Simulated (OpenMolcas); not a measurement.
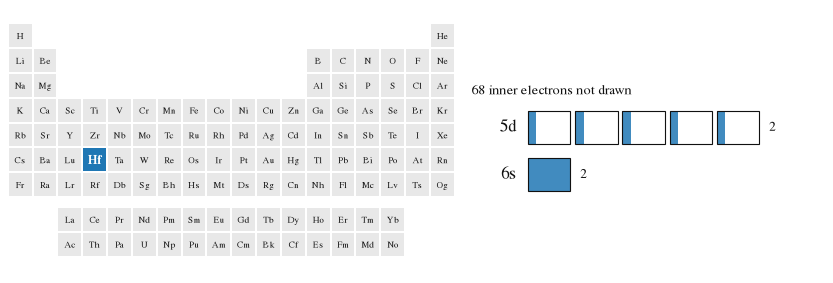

Left, the place of hafnium in the periodic table; right, the outer shells of the leading configuration of the lowest level: a box for each of the 2l + 1 orbitals, shaded by the share of the shell that is filled, with the electron count at the right.

## Hf: multiconfigurational calculation (part 1 of 2)

Hf. Computed at this level: state-averaged CASSCF, active space 4 electrons in the shells 5d 6s, basis ANO-RCC-VDZP, DKH3 scalar Hamiltonian, spin-orbit coupling by RASSI with atomic mean-field integrals (OpenMolcas).

**Log (extracts)**
```
--- SEWARD ---
Basis set label: HF.ANO-RCC...7S6P4D2F1G.

      Electronic valence basis set:
      ------------------
      Associated Effective Charge  72.000000 au
      Associated Actual Charge     72.000000 au
      Nuclear Model: Point charge

      Shell  nPrim  nBasis  Cartesian Spherical Contaminant
         s      24       7        X
         p      21       6        X
         d      15       4                 X
         f      11       2                 X
         g       4       1                 X
Relativistic=R03O02
                  Relativistic Douglas-Kroll-Hess integrals:
                    - DKH order of Hamiltonian: 3
                    - DKH order of Properties : 2
--- RASSCF ---
Wave function specifications:
      -----------------------------

      Number of closed shell electrons          68
      Number of electrons in active shells       4
      Max number of holes in RAS1 space          0
      Max nr of electrons in RAS3 space          0
      Number of inactive orbitals               34
      Number of active orbitals                  6
      Number of secondary orbitals              28
      Spin quantum number                      2.0
      State symmetry                             1
Orbital specifications:
      -----------------------

      Symmetry species                           1   2
                                                ag  au
      Frozen orbitals                            0   0
      Inactive orbitals                         15  19
      Active orbitals                            6   0
      RAS1 orbitals                              0   0
      RAS2 orbitals                              6   0
      RAS3 orbitals                              0   0
      Secondary orbitals                        15  13
      Deleted orbitals                           0   0
      Number of basis functions                 36  32
      Number of CSFs                            15
      Number of root(s) required                10
      Iter CI   SX   CI       RASSCF       Energy    max ROT     max BLB   max BLB  Level Ln srch  Step   QN
          iter iter root      energy       change     param      element    value   shift minimum  type update
 Nr of preliminary CI iterations:   1
      Total energies have been shifted. Add               -15000.00 au
        1   1    5    0   -75.99628899    0.00E+00   1.19E-02   19  23 2 -1.44E-02*  0.26   0.00    SX    NO
        2   1    5    0   -75.99686005   -5.71E-04*  4.76E-03   14  27 2 -1.67E-02*  0.26   0.00    SX    NO
        3   1    5    0   -75.99686595   -5.91E-06*  2.30E-03   14  27 2  1.72E-02*  0.26   0.00    SX    NO
        4   1    5    0   -75.99685824    7.71E-06*  2.47E-03   14  27 2 -1.79E-02*  0.26   0.00    SX    NO
        5   1    5    0   -75.99684545    1.28E-05*  1.53E-03   14  27 2  1.88E-02*  0.26   0.49    SX   YES
        6   1    5    0   -75.99698910   -1.44E-04*  7.25E-04   14  27 2 -7.78E-03*  0.26   0.71    QN   YES
        7   1    4    0   -75.99701915   -3.01E-05*  3.96E-04   21  22 1 -1.96E-04*  0.26   1.01    QN   YES
        8   1    3    0   -75.99701928   -1.30E-07*  5.36E-04   21  22 1 -1.13E-04*  0.26   2.35    LS   YES
        9   1    4    0   -75.99701935   -6.44E-08*  1.63E-05   14  27 2  6.95E-05   0.26   1.00    QN   YES
       10   1    3    0   -75.99701935   -2.59E-09   7.01E-07   19  23 2 -1.86E-06   0.26   1.03    QN   YES
      Convergence after 10 iterations
       11   1    3    0   -75.99701935   -1.09E-11   7.01E-07   19  20 2  3.89E-07   0.26   1.03    QN   YES
      Natural orbitals and occupation numbers for root  1
      sym 1:   0.803288   0.196712   1.000000   0.196712   0.803288   1.000000
      Natural orbitals and occupation numbers for root  2
      sym 1:   1.000000   0.718498   0.281502   0.281502   0.718498   1.000000
      Natural orbitals and occupation numbers for root  3
      sym 1:   0.221014   0.221014   1.000000   0.778986   0.778986   1.000000
::    RASSCF root number  1 Total energy: -15076.00761162
::    RASSCF root number  2 Total energy: -15076.00761162
::    RASSCF root number  3 Total energy: -15076.00761162
::    RASSCF root number  4 Total energy: -15076.00761162
::    RASSCF root number  5 Total energy: -15076.00761162
::    RASSCF root number  6 Total energy: -15076.00761162
::    RASSCF root number  7 Total energy: -15076.00761162
::    RASSCF root number  8 Total energy: -15075.97230406
::    RASSCF root number  9 Total energy: -15075.97230406
::    RASSCF root number 10 Total energy: -15075.97230406
--- RASSCF ---
Wave function specifications:
      -----------------------------

      Number of closed shell electrons          68
      Number of electrons in active shells       4
      Max number of holes in RAS1 space          0
      Max nr of electrons in RAS3 space          0
      Number of inactive orbitals               34
      Number of active orbitals                  6
      Number of secondary orbitals              28
      Spin quantum number                      1.0
      State symmetry                             1
Orbital specifications:
      -----------------------

      Symmetry species                           1   2
                                                ag  au
      Frozen orbitals                            0   0
      Inactive orbitals                         15  19
      Active orbitals                            6   0
      RAS1 orbitals                              0   0
      RAS2 orbitals                              6   0
      RAS3 orbitals                              0   0
      Secondary orbitals                        15  13
      Deleted orbitals                           0   0
      Number of basis functions                 36  32
      Number of CSFs                           105
      Number of root(s) required               105
      Iter CI   SX   CI       RASSCF       Energy    max ROT     max BLB   max BLB  Level Ln srch  Step   QN
          iter iter root      energy       change     param      element    value   shift minimum  type update
 Nr of preliminary CI iterations:   1
        1   1    0    0-15075.87921883    0.00E+00   0.00E+00   15  21 1 -3.09E-02*  0.00   0.00    SX    NO
      Natural orbitals and occupation numbers for root  1
      sym 1:   0.267679   0.749563   0.031674   0.264737   0.752106   1.934242
      Natural orbitals and occupation numbers for root  2
      sym 1:   0.303495   0.302097   0.029643   0.714677   0.715721   1.934367
      Natural orbitals and occupation numbers for root  3
      sym 1:   0.894665   0.122291   0.031796   0.894115   0.123616   1.933518
::    RASSCF root number  1 Total energy: -15076.04525187
::    RASSCF root number  2 Total energy: -15076.04525187
::    RASSCF root number  3 Total energy: -15076.04525187
::    RASSCF root number  4 Total energy: -15076.04525187
::    RASSCF root number  5 Total energy: -15076.04525187
::    RASSCF root number  6 Total energy: -15076.04525187
::    RASSCF root number  7 Total energy: -15076.04525187
::    RASSCF root number  8 Total energy: -15076.03252471
::    RASSCF root number  9 Total energy: -15076.03252471
::    RASSCF root number 10 Total energy: -15076.03252471
::    RASSCF root number 11 Total energy: -15075.95487726
::    RASSCF root number 12 Total energy: -15075.95487726
::    RASSCF root number 13 Total energy: -15075.95487726
::    RASSCF root number 14 Total energy: -15075.95487726
::    RASSCF root number 15 Total energy: -15075.95487726
::    RASSCF root number 16 Total energy: -15075.95487726
::    RASSCF root number 17 Total energy: -15075.95487726
::    RASSCF root number 18 Total energy: -15075.95487726
::    RASSCF root number 19 Total energy: -15075.95487726
::    RASSCF root number 20 Total energy: -15075.94170928
::    RASSCF root number 21 Total energy: -15075.94170928
::    RASSCF root number 22 Total energy: -15075.94170928
::    RASSCF root number 23 Total energy: -15075.94170928
::    RASSCF root number 24 Total energy: -15075.94170928
::    RASSCF root number 25 Total energy: -15075.94170928
::    RASSCF root number 26 Total energy: -15075.94170928
::    RASSCF root number 27 Total energy: -15075.94170928
::    RASSCF root number 28 Total energy: -15075.94170928
::    RASSCF root number 29 Total energy: -15075.94170928
::    RASSCF root number 30 Total energy: -15075.94170928
--- RASSCF ---
Wave function specifications:
      -----------------------------

      Number of closed shell electrons          68
      Number of electrons in active shells       4
      Max number of holes in RAS1 space          0
      Max nr of electrons in RAS3 space          0
      Number of inactive orbitals               34
      Number of active orbitals                  6
      Number of secondary orbitals              28
      Spin quantum number                      0.0
      State symmetry                             1
Orbital specifications:
      -----------------------

      Symmetry species                           1   2
                                                ag  au
      Frozen orbitals                            0   0
      Inactive orbitals                         15  19
      Active orbitals                            6   0
      RAS1 orbitals                              0   0
      RAS2 orbitals                              6   0
      RAS3 orbitals                              0   0
      Secondary orbitals                        15  13
      Deleted orbitals                           0   0
      Number of basis functions                 36  32
      Number of CSFs                           105
      Number of root(s) required               105
      Iter CI   SX   CI       RASSCF       Energy    max ROT     max BLB   max BLB  Level Ln srch  Step   QN
          iter iter root      energy       change     param      element    value   shift minimum  type update
 Nr of preliminary CI iterations:   1
        1   1    0    0-15075.84214241    0.00E+00   0.00E+00   15  21 1 -3.70E-02*  0.00   0.00    SX    NO
      Natural orbitals and occupation numbers for root  1
      sym 1:   0.081491   0.474291   0.532841   0.445934   0.565927   1.899517
      Natural orbitals and occupation numbers for root  2
      sym 1:   0.565680   0.467125   0.533082   0.453507   0.081083   1.899523
      Natural orbitals and occupation numbers for root  3
      sym 1:   0.460950   0.459804   0.080961   0.565605   0.533155   1.899525
::    RASSCF root number  1 Total energy: -15076.02526098
::    RASSCF root number  2 Total energy: -15076.02526098
::    RASSCF root number  3 Total energy: -15076.02526098
::    RASSCF root number  4 Total energy: -15076.02526098
::    RASSCF root number  5 Total energy: -15076.02526098
::    RASSCF root number  6 Total energy: -15076.00675180
::    RASSCF root number  7 Total energy: -15076.00675180
::    RASSCF root number  8 Total energy: -15076.00675180
::    RASSCF root number  9 Total energy: -15076.00675180
::    RASSCF root number 10 Total energy: -15076.00675180
::    RASSCF root number 11 Total energy: -15076.00675180
::    RASSCF root number 12 Total energy: -15076.00675180
::    RASSCF root number 13 Total energy: -15076.00675180
::    RASSCF root number 14 Total energy: -15076.00675180
::    RASSCF root number 15 Total energy: -15075.93261402
::    RASSCF root number 16 Total energy: -15075.90827018
::    RASSCF root number 17 Total energy: -15075.90827018
::    RASSCF root number 18 Total energy: -15075.90827018
::    RASSCF root number 19 Total energy: -15075.90827018
::    RASSCF root number 20 Total energy: -15075.90827018
::    RASSCF root number 21 Total energy: -15075.90827018
::    RASSCF root number 22 Total energy: -15075.90827018
::    RASSCF root number 23 Total energy: -15075.90827018
::    RASSCF root number 24 Total energy: -15075.90827018
::    RASSCF root number 25 Total energy: -15075.90225268
::    RASSCF root number 26 Total energy: -15075.90225268
::    RASSCF root number 27 Total energy: -15075.90225268
::    RASSCF root number 28 Total energy: -15075.90225268
::    RASSCF root number 29 Total energy: -15075.90225268
::    RASSCF root number 30 Total energy: -15075.90190048
```

(Continued in part 2.) Outcome of the run: converged.
